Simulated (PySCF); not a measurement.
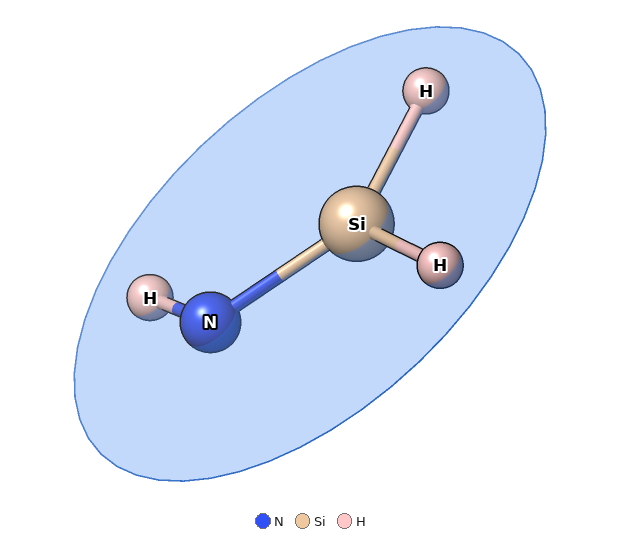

All proper rotation axes (lines) and mirror planes (discs) of the structure are drawn in. Distant atoms are faded towards the background colour. The computed structure is the end point of a PBE0-D3(BJ)/def2-SVP optimisation. No frequency run is at hand to confirm it as a minimum.

**Name the symmetry elements and the point group.**

It has 1 mirror plane. Point group Cs. The group has 2 operations. The geometry is achiral, and symmetry allows a dipole moment.
